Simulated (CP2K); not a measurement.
Consider 1,1,1-trifluoroethane at its PBE geometry (Å).

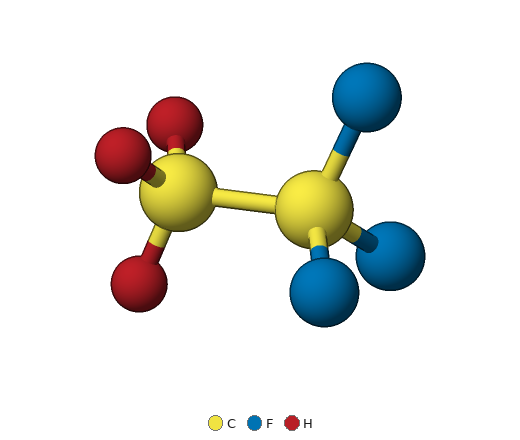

The molecule (carbon yellow, fluorine blue, hydrogen red).

```xyz
8

C     0.7961   -0.1464    0.0151
C    -0.6833    0.1225   -0.0188
F    -1.3440   -0.6561   -0.9346
F    -0.9613    1.4240   -0.3385
F    -1.2672   -0.1164    1.1959
H     0.9699   -1.1927    0.2883
H     1.2589    0.5084    0.7620
H     1.2308    0.0567   -0.9694
```

Method: CP2K XAS_TDP, all-electron GAPW, PBEh(45%), aug-cc-pVDZ, TDA, GW2X-corrected core level, no relativity.

**Question.** Where do the C K-edge lines lie, and how strong are they?

Leading lines: C1 291.88 eV and C2 297.11 eV. The leading line of an atom is its first one with 35 % of the strongest within 2.5 eV of its lowest line over the strength cut. Core ionisation energies at this level: C1 293.56 and C2 300.22 eV.

The first six lines of each atom with a strength over 0.0015:

```tsv
atom	energy (eV)	states	strength, one atom	above the computed threshold
C1 (bonded to C and 3 H)	291.20	1	0.0069	
	291.88	2	0.0505	
	292.63	1	0.0042	
	293.59	1	0.0133	yes
	294.75	2	0.0218	yes
	295.20	1	0.0177	yes
C2 (bonded to C and 3 F)	297.11	1	0.0867	
	297.13	1	0.0866	
	298.42	1	0.0114	
	299.04	1	0.0371	
	300.34	1	0.0188	yes
	301.09	2	0.0098	yes
```

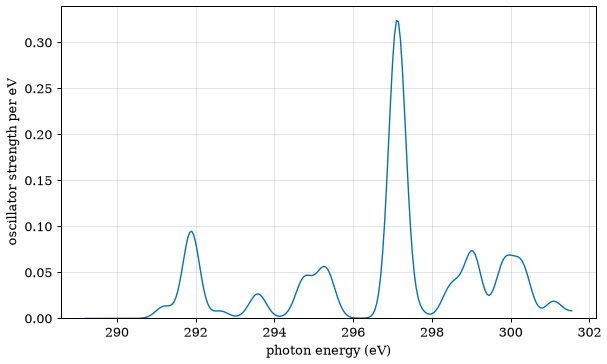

All atoms added, broadened by 0.5 eV.

Lines are vertical, at one geometry, with no vibrational structure. GW2X ionisation energies and lines can be off by 1 to 2 eV either way, and a good line position may hide errors that cancel. These values hold no scalar relativity, about 0.1 eV for C 1s. Rydberg lines, and the discretised continuum above threshold, depend on the basis and the box.

[Banner, clock and machine lines of the logs are left out without a mark of their own.]

[Logs are printed without paths, hosts, clocks, repeated set-up lines and the standing remarks that a program may print on its own settings, such as how far it seeks lower states.]

[Hosts, paths, dates, database ids (printed as entryN), source tags and the programs' standing remarks are cut or masked in the printed files.]
